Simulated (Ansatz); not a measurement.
**B₂Cl₆ (SMILES Cl[B-]1(Cl)[Cl+][B-](Cl)(Cl)[Cl+]1): density, localisation and related maps**

| atom | x (Å) | y (Å) | z (Å) |
| --- | --- | --- | --- |
| B | 0.6469 | -1.0893 | 0.5202 |
| B | -0.6466 | 1.0898 | -0.5196 |
| Cl | 1.7015 | -0.9219 | 1.9254 |
| Cl | 0.4328 | -2.6808 | -0.2119 |
| Cl | 1.1188 | 0.2520 | -0.8638 |
| Cl | -0.4406 | 2.6864 | 0.2036 |
| Cl | -1.6986 | 0.9095 | -1.9252 |
| Cl | -1.1142 | -0.2457 | 0.8713 |

Geometry: PBE0-D4/def2-SVP.

Level of theory: Ansatz 0.2.0, isolated molecule in a Gaussian basis; Kohn-Sham density functional theory, functional PBE0.

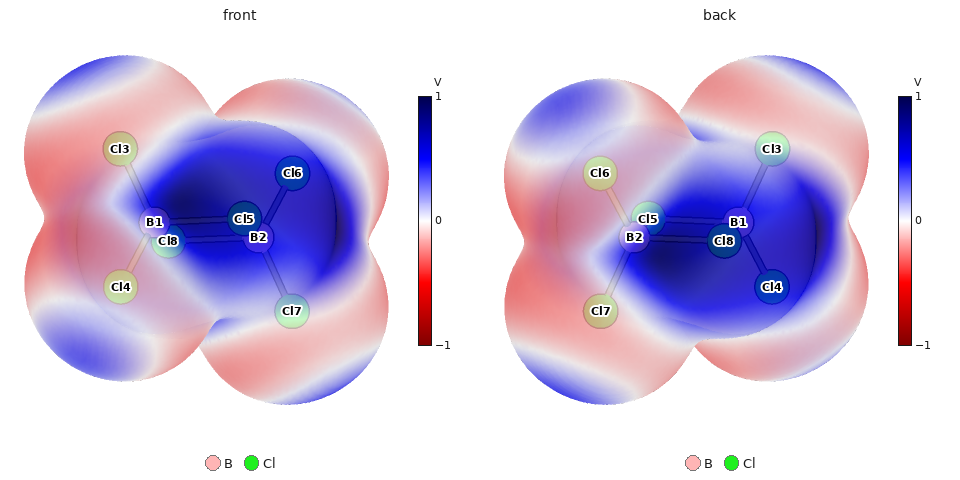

Figure 1. The electrostatic potential painted on the density surface at 0.001 e/bohr³, seen from the front and from behind; the colour scale runs from red (negative) to blue (positive).

Which sites attract a positive test charge, and which a negative one?

A positive charge is drawn to the negative regions and a negative charge to the positive ones. The most negative region (about −0.3 V) lies over Cl3, Cl4, Cl6 and Cl7, the most positive (about +0.9 V, or +21 kcal/mol for a unit charge) over B1, B2, Cl5 and Cl8. Cl3 shows a σ-hole: about +0.4 V, or +9 kcal/mol for a unit charge at the tip opposite its bond, against about −0.1 V on its flanks. Cl4 shows a σ-hole: about +0.4 V, or +9 kcal/mol for a unit charge at the tip opposite its bond, against about −0.1 V on its flanks. Cl6 shows a σ-hole: about +0.4 V, or +9 kcal/mol for a unit charge at the tip opposite its bond, against about −0.1 V on its flanks. Cl7 shows a σ-hole: about +0.4 V, or +9 kcal/mol for a unit charge at the tip opposite its bond, against about −0.1 V on its flanks.

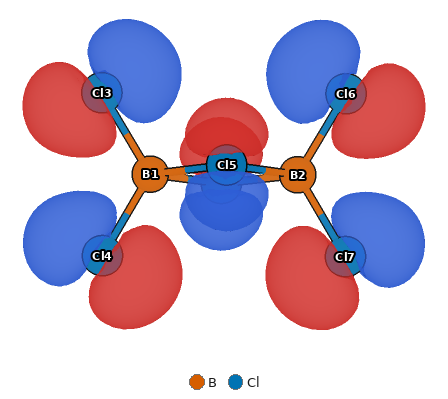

Figure 2. One frontier orbital at ±0.08 Å⁻³ᐟ² (red and blue are the two phases), seen across its widest extent.

Which orbital is it: HOMO or LUMO?

The HOMO, at −9.18 eV. By Hirshfeld shares it lies mainly on Cl4 (about 20 %), Cl3 (about 20 %), Cl7 (about 20 %), Cl6 (about 20 %), Cl5 (about 5 %) and Cl8 (about 5 %); it is ungerade (odd under inversion); largely a combination of lone pairs on Cl4, Cl3, Cl7, Cl6, Cl5 and Cl8.

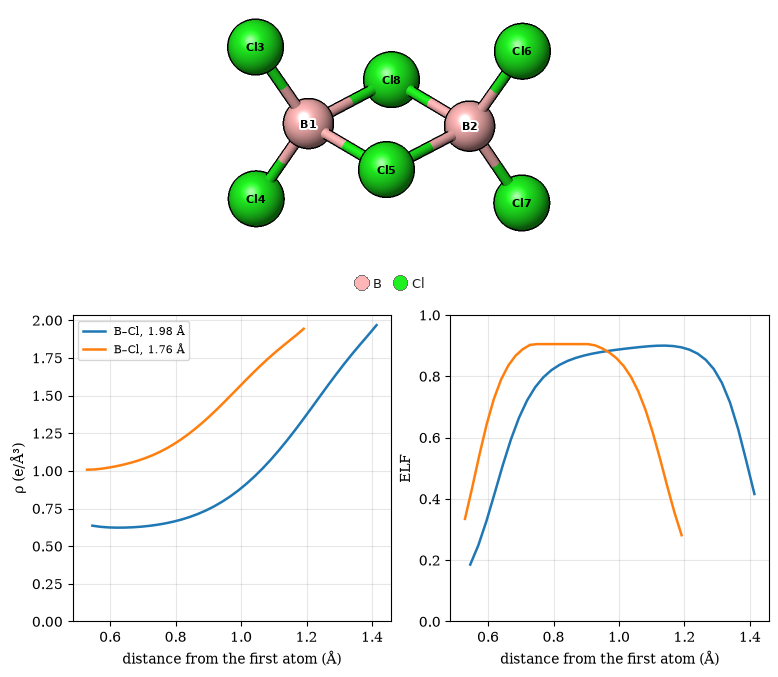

Figure 3. Electron density and electron localisation function along straight lines between neighbouring atoms. The curves leave out the atomic cores. The structure is drawn too.

What can be read from the curves?

B–Cl (1.98 Å): ρ is about 0.87 e/Å³ halfway, with its minimum of 0.62 e/Å³ about 0.6 Å from B; the ELF peaks at about 0.90 between the atoms: a shared but strongly polarised pair.
B–Cl (1.76 Å): the density is about 1.3 e/Å³ at the midpoint; the ELF peaks at about 0.90 between the atoms, as expected for a shared but strongly polarised pair.

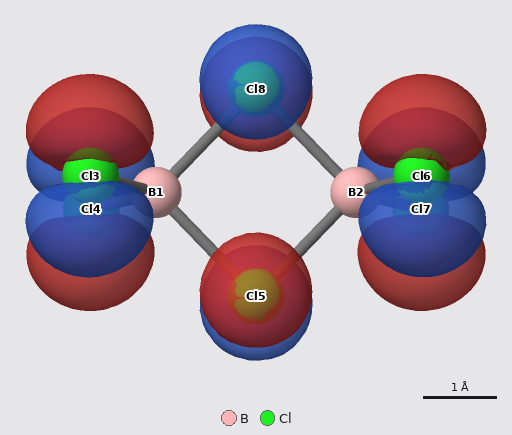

Figure 4. The HOMO−1 at ±0.1 Å⁻³ᐟ² (red and blue are the two phases), seen from one side.

Where does this orbital lie, and at what energy?

It lies mainly on Cl4 (about 20 %), Cl3 (about 20 %), Cl7 (about 20 %), Cl6 (about 20 %), Cl5 (about 10 %) and Cl8 (about 10 %); it is gerade (even under inversion); largely a combination of lone pairs on Cl4, Cl3, Cl7, Cl6, Cl5 and Cl8. Its energy is −9.35 eV.
